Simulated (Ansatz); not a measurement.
Run report: ZrSiNH₈O₃F, nudged elastic band (part 2 of 2)

ZrSiNH₈O₃F; RHF/def2-SVP (Ansatz 0.2.0). It belongs to a series of runs on one base structure; here: band between the two ends.

Geometry of the input (Å):
```
Zr 0.0106  0.0478  0.3467
N  -0.5912  -0.6587  2.1919
H  -1.2448  -1.4158  2.3023
H  -0.2784  -0.3754  3.1025
O  1.9482  -0.1018  -0.1390
H  2.5046  -0.6266  -0.6899
O  -0.9731  1.5864  -0.3311
H  -1.6053  2.1732  -0.7013
F  -0.7051  -1.3983  -0.7190
O  1.2231  1.6074  1.6540
Si 2.9163  1.8176  1.5447
H  3.6237  0.6139  1.9934
H  3.3276  2.3012  0.2216
H  3.1630  2.9041  2.5277
H  0.7410  2.2786  2.1177
```

## The program's output, continued
```
NEB iter  29: max|band force component| = 3.848e-2 eV/Å  barrier→ = 0.3360 eV  barrier← = 1.7427 eV  CI = image 3  Δτ_max = 0.0091 Å  (272 SCF iters)
the calculation of the forces begins
reference -19553.10513476 eV, -718.5633601318 hartree; 37, 37 occupied and 122, 122 virtual orbitals, 1678 factors
1678 factors; integrals over basis functions are off by at most 1.0e-3 eV
mean field -19551.38274089 eV, -718.5000633245 hartree, gradient 1.1e-5 eV, S^2 0.000000; 1 other end points of the search recorded, 0 dependent functions left out
the calculation of the forces begins
reference -19551.38274089 eV, -718.5000633245 hartree; 37, 37 occupied and 122, 122 virtual orbitals, 1678 factors
NEB iter  30: max|band force component| = 3.848e-2 eV/Å  barrier→ = 0.3357 eV  barrier← = 1.7424 eV  CI = image 3  Δτ_max = 0.0000 Å  (472 SCF iters)
```

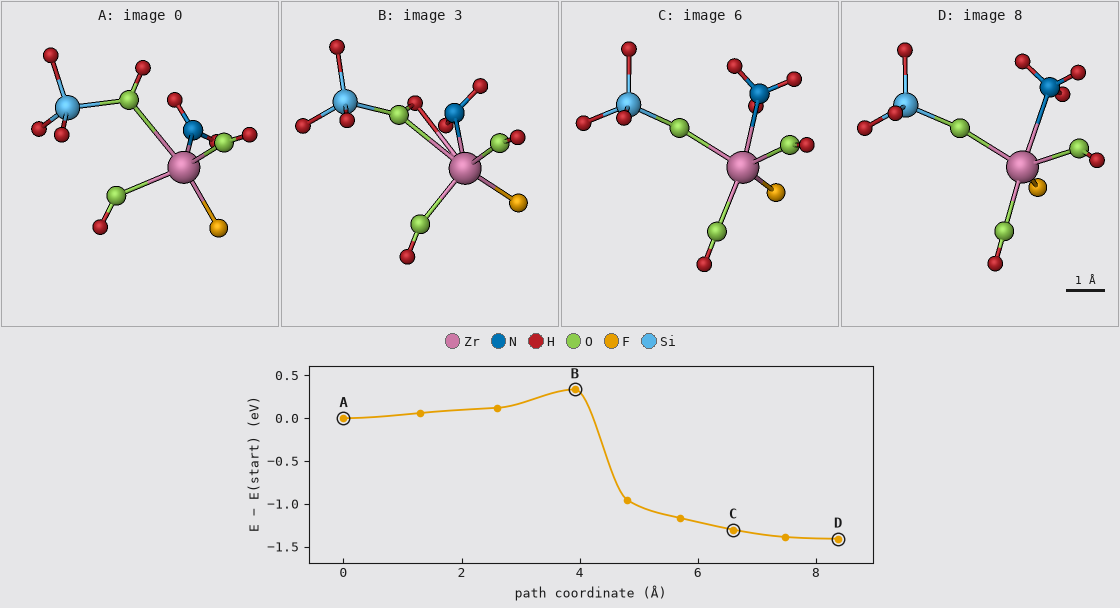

*Images of the last band (counted from 0; ball-and-stick, seen at a tilt) above the energy along the path; the line is a cubic interpolation that uses the forces.*

The highest image is number 3, 0.336 eV above the start and 1.742 eV above the end (the climbing image); the end lies 1.407 eV below the start. The path is 8.37 Å long. The band converged in 30 iterations.

```
Total energy: -19551.38274089 eV, -718.5000633245 hartree
Atom 0 at     0.070799     0.064618     0.183554 Å, force     0.003782     0.002992     0.004774 eV/Å
Atom 1 at    -0.259402    -0.270657     2.370679 Å, force    -0.005888    -0.015140     0.001942 eV/Å
Atom 2 at    -1.123006     0.047745     2.782679 Å, force     0.001638     0.000654    -0.001026 eV/Å
Atom 3 at    -0.078358    -1.181366     2.763500 Å, force     0.001146     0.001109    -0.001939 eV/Å
Atom 4 at     1.634591    -0.609652    -0.731921 Å, force    -0.021343    -0.014064    -0.006975 eV/Å
Atom 5 at     2.197726    -1.058824    -1.335296 Å, force     0.011373     0.008281     0.006681 eV/Å
Atom 6 at    -0.777478     1.632598    -0.540722 Å, force     0.002295    -0.002657    -0.009325 eV/Å
Atom 7 at    -1.166437     2.316332    -1.054238 Å, force    -0.000488     0.003060     0.005912 eV/Å
Atom 8 at    -1.183505    -1.318786    -0.324649 Å, force    -0.002053     0.002686    -0.000048 eV/Å
Atom 9 at     1.428830     1.229221     1.600880 Å, force    -0.020422    -0.009130     0.003583 eV/Å
Atom 10 at     2.816327     2.109444     1.805445 Å, force     0.001605    -0.000041     0.005921 eV/Å
Atom 11 at     3.963008     1.217907     2.090157 Å, force    -0.000457     0.000541     0.003552 eV/Å
Atom 12 at     3.081315     2.870160     0.567085 Å, force     0.001168    -0.001355     0.000144 eV/Å
Atom 13 at     2.651588     3.046449     2.939582 Å, force    -0.002020     0.002225    -0.001806 eV/Å
Atom 14 at     0.804298     0.658514     2.305369 Å, force     0.029663     0.020838    -0.011388 eV/Å
Dipole moment:     0.263049     0.282470     0.182582 e Å
this run last wrote the band of iteration 30 to [file]; this run last wrote the band within `neb.f_tol` of iteration 29 to [file]
```

## The last band as extended XYZ (Å, eV, eV/Å)
```
15
Properties=species:S:1:pos:R:3:forces:R:3 image=0 energy=-19551.71847
Zr    0.0106    0.0478    0.3467   -0.0058  -0.0006  -0.0102
N    -0.5912   -0.6587    2.1919   -0.0047  -0.0150  -0.0058
H    -1.2448   -1.4158    2.3023    0.0069   0.0099  -0.0034
H    -0.2784   -0.3754    3.1025    0.0004   0.0034   0.0071
O     1.9482   -0.1018   -0.1390   -0.0070  -0.0071   0.0014
H     2.5046   -0.6266   -0.6899   -0.0017   0.0049   0.0032
O    -0.9731    1.5864   -0.3311    0.0006  -0.0032   0.0063
H    -1.6053    2.1732   -0.7013    0.0027  -0.0019  -0.0011
F    -0.7051   -1.3983   -0.7190    0.0021   0.0030   0.0024
O     1.2231    1.6074    1.6540    0.0166   0.0144   0.0069
Si    2.9163    1.8176    1.5447   -0.0036   0.0088  -0.0011
H     3.6237    0.6139    1.9934   -0.0064   0.0029  -0.0022
H     3.3276    2.3012    0.2216   -0.0005  -0.0046   0.0039
H     3.1630    2.9041    2.5277   -0.0004  -0.0046  -0.0008
H     0.7410    2.2786    2.1177    0.0008  -0.0103  -0.0067
15
Properties=species:S:1:pos:R:3:forces:R:3 image=1 energy=-19551.65785
Zr    0.0288    0.0104    0.3543    0.0009  -0.0003   0.0027
N    -0.6635   -0.5448    2.2335   -0.0070  -0.0064  -0.0020
H    -1.6159   -0.8233    2.4004   -0.0134  -0.0423  -0.0175
H    -0.1241   -0.8130    3.0380    0.0083   0.0291   0.0168
O     1.9357   -0.2748   -0.1474    0.0032   0.0112   0.0079
H     2.3916   -0.7757   -0.8037    0.0053   0.0146   0.0058
O    -0.8855    1.5590   -0.3753   -0.0001   0.0023   0.0033
H    -1.3692    2.1925   -0.8710   -0.0063  -0.0002   0.0070
F    -0.7461   -1.3886   -0.7409    0.0063   0.0037  -0.0047
O     1.3124    1.4611    1.7314    0.0030   0.0013   0.0012
Si    2.9198    1.9708    1.5362   -0.0022  -0.0110  -0.0035
H     3.8598    0.8930    1.8714   -0.0007  -0.0148  -0.0045
H     3.1057    2.4879    0.1754    0.0017  -0.0127  -0.0058
H     3.0789    3.0711    2.5166    0.0082  -0.0082  -0.0090
H     0.8318    1.7281    2.5032   -0.0070   0.0336   0.0022
15
Properties=species:S:1:pos:R:3:forces:R:3 image=3 energy=-19551.38274
Zr    0.0708    0.0646    0.1836    0.0038   0.0030   0.0048
N    -0.2594   -0.2707    2.3707   -0.0059  -0.0151   0.0019
H    -1.1230    0.0477    2.7827    0.0016   0.0007  -0.0010
H    -0.0784   -1.1814    2.7635    0.0011   0.0011  -0.0019
O     1.6346   -0.6097   -0.7319   -0.0213  -0.0141  -0.0070
H     2.1977   -1.0588   -1.3353    0.0114   0.0083   0.0067
O    -0.7775    1.6326   -0.5407    0.0023  -0.0027  -0.0093
H    -1.1664    2.3163   -1.0542   -0.0005   0.0031   0.0059
F    -1.1835   -1.3188   -0.3246   -0.0021   0.0027   0.0000
O     1.4288    1.2292    1.6009   -0.0204  -0.0091   0.0036
Si    2.8163    2.1094    1.8054    0.0016   0.0000   0.0059
H     3.9630    1.2179    2.0902   -0.0005   0.0005   0.0036
H     3.0813    2.8702    0.5671    0.0012  -0.0014   0.0001
H     2.6516    3.0464    2.9396   -0.0020   0.0022  -0.0018
H     0.8043    0.6585    2.3054    0.0297   0.0208  -0.0114
15
Properties=species:S:1:pos:R:3:forces:R:3 image=4 energy=-19552.67461
Zr    0.2324    0.2176    0.1428    0.1047   0.0683  -0.0287
N    -0.3132   -0.2546    2.4390   -0.0197   0.0035   0.0474
H    -1.2158    0.0382    2.7747   -0.0499  -0.0182   0.0042
H    -0.1658   -1.2011    2.7497   -0.0285  -0.0134   0.0015
O     1.6259   -0.6022   -0.9033   -0.0014   0.0065  -0.1042
H     2.2086   -1.0729   -1.4676    0.0228  -0.0129  -0.0699
O    -0.7405    1.6947   -0.6175    0.0014   0.0158  -0.0338
H    -1.1500    2.3878   -1.1000   -0.0004   0.0107  -0.0424
F    -1.0967   -1.2127   -0.0830    0.0728   0.0404   0.1638
O     1.5147    1.2407    1.3812    0.0453   0.0077  -0.1414
Si    2.8581    2.0843    1.7314    0.0131   0.0222  -0.0454
H     3.9894    1.1783    2.0648    0.0126   0.0159  -0.0232
H     3.2575    2.9419    0.5908    0.0921   0.0570  -0.0056
H     2.6479    2.9623    2.9160   -0.0285  -0.0190  -0.0314
H     0.4077    0.3514    2.8031   -0.2364  -0.1845   0.3091
15
Properties=species:S:1:pos:R:3:forces:R:3 image=5 energy=-19552.88368
Zr    0.3283    0.1866    0.1673    0.0355  -0.0122   0.0113
N    -0.4488   -0.1089    2.4895   -0.0223   0.0055   0.0146
H    -1.4177    0.1026    2.6660   -0.0228   0.0119  -0.0250
H    -0.3150   -1.0727    2.7553   -0.0289   0.0370  -0.0146
O     1.5783   -0.4909   -1.1393   -0.0006   0.0271  -0.0504
H     2.1180   -1.0121   -1.7034   -0.0132   0.0236  -0.0482
O    -0.7846    1.6010   -0.5352   -0.0090  -0.0168   0.0173
H    -1.1658    2.2647   -1.0802   -0.0018  -0.0211   0.0079
F    -0.7962   -1.4262    0.1869    0.0444  -0.0374   0.0418
O     1.6947    1.1229    1.3176    0.0153  -0.0204  -0.0271
Si    2.9735    2.0513    1.7004    0.0239  -0.0163   0.0081
H     4.1574    1.2161    2.0229    0.0353   0.0085  -0.0079
H     3.3354    2.9718    0.5931    0.0146   0.0002   0.0146
H     2.6772    2.8789    2.9014   -0.0064  -0.0023  -0.0106
H     0.1256    0.4686    3.0797   -0.0638   0.0128   0.0681
15
Properties=species:S:1:pos:R:3:forces:R:3 image=7 energy=-19553.10514
Zr    0.4759    0.0652    0.2230    0.0205  -0.0323   0.0053
N    -0.6621    0.1897    2.4438   -0.0117  -0.0132  -0.0102
H    -1.6346    0.4337    2.3508   -0.0107   0.0220  -0.0141
H    -0.6200   -0.7205    2.8740   -0.0028   0.0124   0.0026
O     1.4375   -0.3017   -1.4137   -0.0043   0.0069  -0.0050
H     1.9182   -0.6294   -2.1501   -0.0118   0.0183  -0.0157
O    -0.9346    1.2942   -0.3381   -0.0260   0.0042  -0.0010
H    -1.3035    1.8359   -1.0131   -0.0136  -0.0165   0.0058
F    -0.0733   -1.7710    0.6163    0.0311   0.0025   0.0128
O     1.9052    0.9653    1.2728   -0.0301  -0.0395  -0.0146
Si    3.1487    1.9037    1.7496    0.0428   0.0222   0.0300
H     4.3882    1.1082    1.9176    0.0106  -0.0041   0.0047
H     3.4144    2.9826    0.7666    0.0075   0.0056  -0.0009
H     2.8349    2.5447    3.0542    0.0081  -0.0047   0.0011
H    -0.2346    0.8531    3.0684   -0.0097   0.0163  -0.0008
15
Properties=species:S:1:pos:R:3:forces:R:3 image=8 energy=-19553.12519
Zr    0.5186    0.0409    0.2540   -0.0006   0.0020  -0.0110
N    -0.6898    0.2635    2.4280   -0.0032   0.0051  -0.0104
H    -1.5077    0.8346    2.2891   -0.0012  -0.0002  -0.0019
H    -0.9904   -0.6431    2.7480    0.0004  -0.0006   0.0040
O     1.3926   -0.2630   -1.4436   -0.0109   0.0035   0.0141
H     1.8260   -0.4912   -2.2439    0.0021  -0.0025  -0.0016
O    -1.0500    1.0894   -0.3080    0.0020   0.0001  -0.0075
H    -1.4335    1.4676   -1.0809    0.0075  -0.0095   0.0152
F     0.2182   -1.8126    0.7861    0.0032   0.0061  -0.0051
O     1.9153    1.0568    1.2335   -0.0012  -0.0045   0.0000
Si    3.1931    1.9208    1.7655   -0.0005   0.0000  -0.0045
H     4.3869    1.0580    1.9379    0.0002  -0.0002   0.0011
H     3.5361    3.0100    0.8190   -0.0003   0.0029   0.0014
H     2.8812    2.5383    3.0811    0.0014  -0.0021   0.0013
H    -0.1363    0.6836    3.1564    0.0010   0.0000   0.0048
```

## Summary

```csv
quantity,value
outcome,converged
"barrier, forward",0.336 eV
"barrier, backward",1.742 eV
hardware,"4 threads of AMD EPYC (Zen 3), 32 GiB of memory available, shared host"
wall time,9.3 min (CPU time 34 min)
peak memory,0.5 GiB
```

## Remarks

The order of the saddle point was not checked.
